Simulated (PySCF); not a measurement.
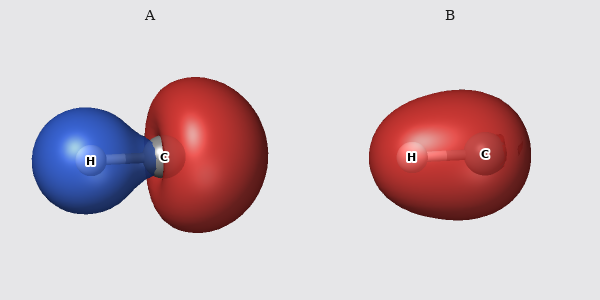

*CH (charge −1, triplet). Two frontier β-spin orbitals, each drawn at the value that holds 80 % of its norm (red and blue are the two phases), in no order; of a degenerate pair one member is drawn.*

Level of theory: PySCF 2.14.0, PBE0/aug-cc-pVDZ-DK/X2C, spin-free X2C-1e, Gaussian nucleus, at a bond length of 1.151 Å.

Q: Name the orbitals and rank them from lowest to highest energy.

A: Orbital B: σ, occupied in this spin, −7.67 eV; shared between the atoms (H 30 %, C 70 %).
Orbital A: σ, occupied in this spin, −0.05 eV; mainly on C (80 %).
